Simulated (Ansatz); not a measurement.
Cost and result by functional for the surface energy of the (110) surface of zinc-blende BAs in its 1x1 cell (cut with top plane As + B, bottom plane As + B), outermost plane spacing 1.70 Å in the ideal cut, in Ansatz (plane waves, PAW). Single points on the PBE structure, on one kind of machine; costs are rough ratios of the slab run's core time (references not counted) to the cheapest single point. r2SCAN's cost holds its higher cutoff (500 against 420 eV). Differences are taken against HSE06 for comparison alone: no measured value is at hand, so the table doesn't rank accuracy. HSE06 ran on a coarser k-mesh, which lowers its cost and carries part of its shift.

Slab: 16 atoms, As8B8, 11.9 Å thick at the start; k 8x5x1, smearing 0.025 eV, dipole-corrected; all atoms relaxed; held to the start's symmetry, so lower structures may exist; no spin, no spin-orbit, no U. These notes are the PBE run's.

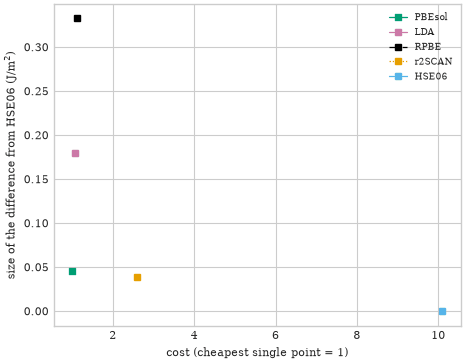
Difference from HSE06 against cost

```tsv
functional	relative cost	surface energy (J/m²)	less HSE06 (J/m²)
PBEsol	1	1.67	0.05
LDA	1	1.80	0.18
RPBE	1	1.29	-0.33
r2SCAN	3	1.58	-0.04
HSE06	10	1.62	0.00
PBE (the relaxed run's value)	–	1.46	-0.16
```

The values span 0.51 J/m², while the single points' costs differ by a factor of roughly 10. Differences are of unrounded values.

Ansatz is an electronic-structure program.
